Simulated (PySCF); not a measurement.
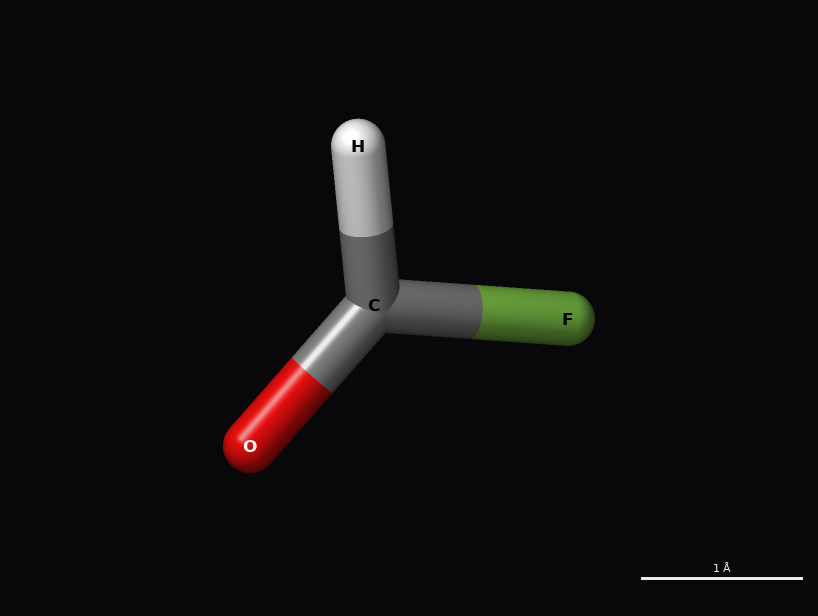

Stick drawing of a structure. Every bond is drawn as one stick, whatever its order.

The geometry was computed by an optimisation with GFN2-xTB. No frequency run is at hand to confirm it as a minimum.

Identify the structure.

Formula CHFO. Its SMILES string is `O=CF`. Among its groups: C–F bond. The point group is Cs. All atoms lie on one plane. Coordination: 1 C trigonal planar.

More results for the same structure follow; atom numbers are the same in all pictures, views and colours differ.

## Dipole moment

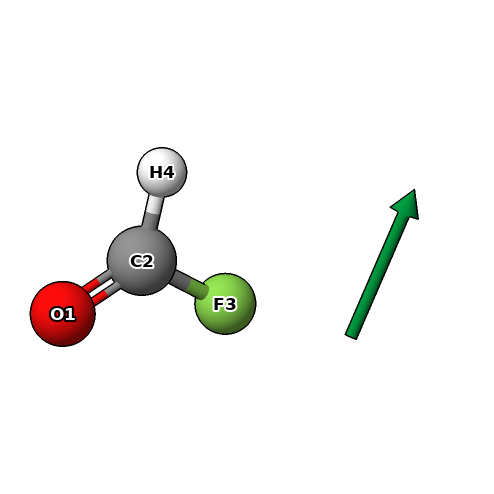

The arrow beside the molecule shows the direction of the dipole moment, from the negative to the positive end (its length means nothing). No frequency run is at hand to confirm it as a minimum. Method: B3LYP/def2-SVPD, gas phase (PySCF 2.14.0).

How large is the dipole moment?

2.12 D; it points from the side of O1 to the side of H4 (the outermost atoms at the two ends).

## Polarisability

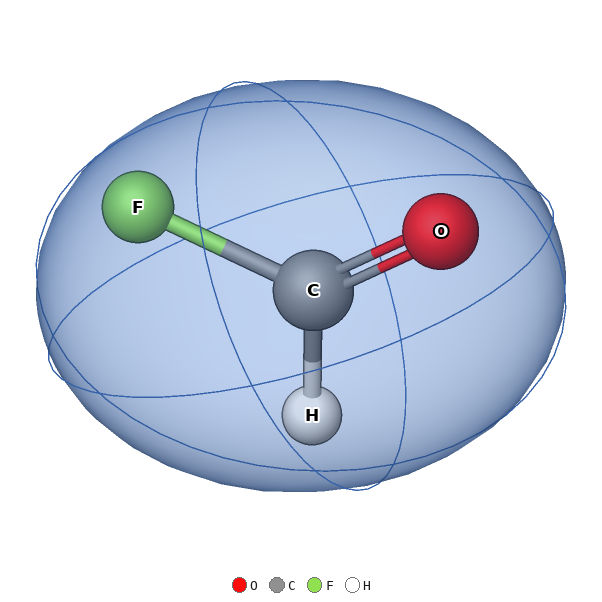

The ellipsoid shows the static dipole polarisability: its half-axes are proportional to the principal values. No frequency run is at hand to confirm it as a minimum. Level of theory: B3LYP/def2-SVPD (PySCF 2.14.0).

How large and how anisotropic is the polarisability?

Principal values 13.3, 17.9, 22.7 bohr³; mean 18.0 bohr³ (2.66 Å³); anisotropy 8.1 bohr³, so the longest axis is 1.70 times the shortest.

## Excitation

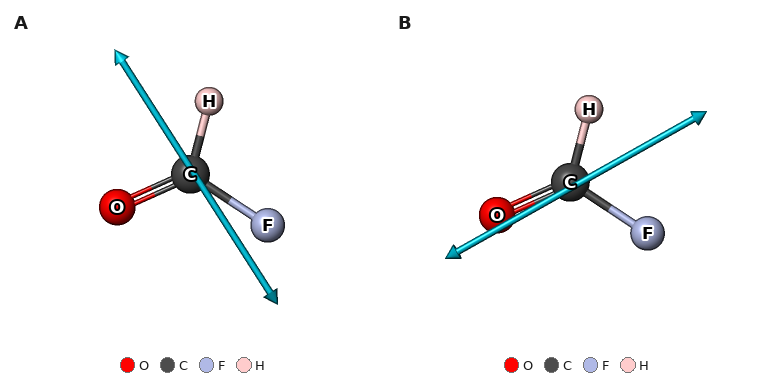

The double arrows show the directions of two transition dipoles from the ground state (lengths mean nothing). No frequency run is at hand to confirm it as a minimum. Method: TDDFT B3LYP/def2-SVPD, vertical, gas phase, core orbitals frozen in the response (PySCF 2.14.0).

One belongs to singlet state 4 and one to singlet state 5. Which is which?

A: state 5, 9.94 eV (125 nm), oscillator strength 0.12, mainly HOMO → LUMO+2 (weight 0.74); polarised in the molecular plane.
B: state 4, 9.28 eV (134 nm), oscillator strength 0.12, mainly HOMO−1 → LUMO (weight 0.54).
